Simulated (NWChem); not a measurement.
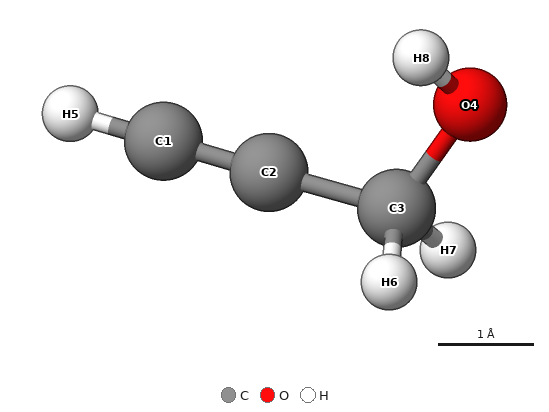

The input geometry (ball-and-stick view, seen at a tilt; atoms are numbered from 1 in the order of the input). Bond lengths as drawn: C–C 1.20 to 1.46 Å, C–H 1.06 to 1.10 Å, C–O 1.41 Å and H–O 0.96 Å.

# Energy and gradient calculation of C3H4O

The run: energy and gradient calculation of C3H4O, SMILES C#CCO. Method and program: PBE/6-311G**, RKS (NWChem 7.3.0).

The geometry comes from this level: PBE0-D4/def2-TZVP.

**Log**
```
energy = -5215.759618 eV
forces (eV/A):
C    -0.50409    0.69553   -0.72289
C     0.53798   -0.60879    0.70952
C     0.00417    0.16692   -0.21916
O    -0.25444   -0.36181    0.69713
H    -0.10166    0.14110   -0.14434
H     0.34705   -0.03168   -0.12382
H     0.06639    0.12398    0.27156
H    -0.09544   -0.12526   -0.46804
dipole (e A): [ 0.0827  0.0422 -0.2546]
```

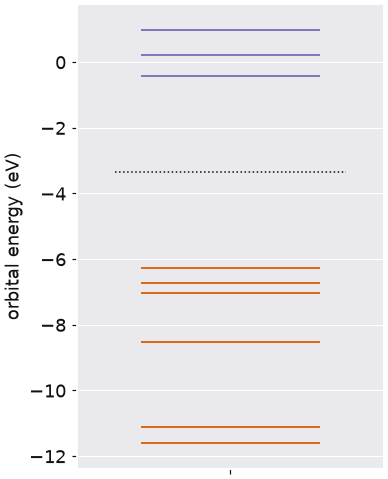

Orbital energies near the frontier; the dotted line parts filled from empty levels, and levels within 0.02 eV of each other stand side by side. Highest filled −6.26 eV, lowest empty −0.43 eV, 5.83 eV apart.

The run was set up as follows.

**Input file**
```python
from ase import Atoms
from ase.calculators.nwchem import NWChem

system = Atoms(['C', 'C', 'C', 'O', 'H', 'H', 'H', 'H'], positions=[
    [-0.636000, 1.383820, -1.088110],
    [-0.111980, 0.626580, -0.318250],
    [0.516910, -0.328850, 0.585990],
    [-0.281560, -1.461500, 0.847500],
    [-1.103180, 2.063540, -1.761060],
    [1.495600, -0.613620, 0.175390],
    [0.700350, 0.146860, 1.552640],
    [-0.580130, -1.816820, 0.005890],
])

calc = NWChem(
    label='test',
    theory='dft',
    memory='2200 mb',
    basis='6-311G**',
    basispar='spherical bse',
    dft={'xc': 'xpbe96 cpbe96', 'mult': '1', 'grid': 'fine', 'convergence': 'energy 1e-08', 'iterations': '100', 'mulliken': None},
)
system.calc = calc

forces = system.get_forces()
print(f"energy = {system.get_potential_energy():.6f} eV")
print("forces (eV/A):")
for s, f in zip(system.symbols, forces):
    print(f"{s:2s} {f[0]:10.5f} {f[1]:10.5f} {f[2]:10.5f}")
print("dipole (e A):", system.get_dipole_moment().round(4))
```

**File test.nwi**
```
title "test"

permanent_dir test

scratch_dir test

start test

geometry units angstrom nocenter noautosym noautoz
  C  -6.3600000000000001e-01 1.3838200000000001e+00 -1.0881099999999999e+00
  C  -1.1198000000000000e-01 6.2658000000000003e-01 -3.1824999999999998e-01
  C  5.1690999999999998e-01 -3.2884999999999998e-01 5.8599000000000001e-01
  O  -2.8155999999999998e-01 -1.4615000000000000e+00 8.4750000000000003e-01
  H  -1.1031800000000000e+00 2.0635400000000002e+00 -1.7610600000000001e+00
  H  1.4956000000000000e+00 -6.1362000000000005e-01 1.7538999999999999e-01
  H  7.0035000000000003e-01 1.4685999999999999e-01 1.5526400000000000e+00
  H  -5.8013000000000003e-01 -1.8168200000000001e+00 5.8900000000000003e-03
end

memory 2200 mb

basis spherical bse noprint
   * library 6-311G**
end

dft
  xc xpbe96 cpbe96
  mult 1
  grid fine
  convergence energy 1e-08
  iterations 100
  mulliken
end

task dft gradient
```

Command:
```bash
export ASE_NWCHEM_COMMAND="nwchem PREFIX.nwi > PREFIX.nwo"
python run.py
```

**Key numbers**

| quantity | value |
| --- | --- |
| outcome | converged |
| total energy | −191.675632 hartree |
| basis functions | 96 |
| largest force | 1.123 eV/Å |
| HOMO | −6.26 eV |
| LUMO | −0.43 eV |
| dipole moment | 1.30 D |
| hardware | 1 thread of Intel Xeon (Granite Rapids), 12 GiB of memory available, shared host |
| wall time | 28 s |
| peak memory | 0.12 GiB |
